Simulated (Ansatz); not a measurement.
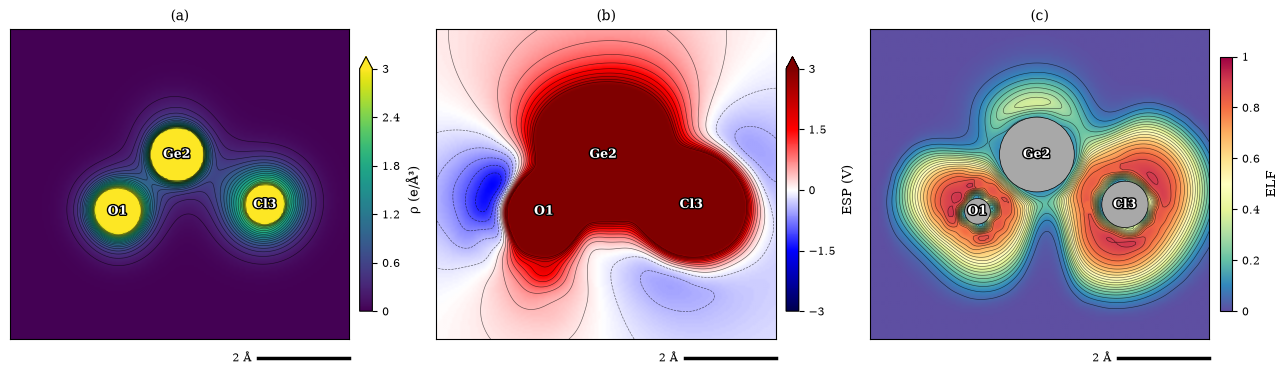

Figure. ClGeH$_{3}$O (SMILES [OH][GeH2][Cl]). (a) total electron density; (b) electrostatic potential; (c) ELF on the plane of atoms O1, Ge2 and Cl3. Grey discs cover the atomic cores in the ELF map.

Geometry: displaced from a GFN2-xTB structure; not at a stationary point (largest force 1.1 eV/Å).

Computed with Ansatz, RKS PBE0-D4/def2-TZVPP.

```xyz
6

O    -0.5688   -1.2875    0.0234
Ge    0.4079    0.2272    0.1229
Cl   -1.0325    1.9202    0.1149
H    -1.2283   -1.4254   -0.6838
H     1.3800    0.3736   -1.1063
H     1.1178    0.0685    1.5268
```

Question: Read the bonding off the picture.

Answer:
- The plane passes through O, Ge and Cl nuclei.
- Ge–O (1.81 Å): the density is about 0.93 e/Å³ at the midpoint; the ELF peaks at about 0.85 in the valence shell of O, 0.6 Å from its nucleus, and is about 0.35 at the midpoint.
- Ge–Cl (2.22 Å): ρ at the midpoint is about 0.7 e/Å³; the ELF peaks at about 0.85 in the valence shell of Cl, 0.9 Å from its nucleus, and is about 0.70 at the midpoint.
- The ELF also peaks beside Cl3 and O1, away from the bonds: lone-pair regions.
- Outside the dense part of the molecule the potential is most negative (−1.5 V) near O1.
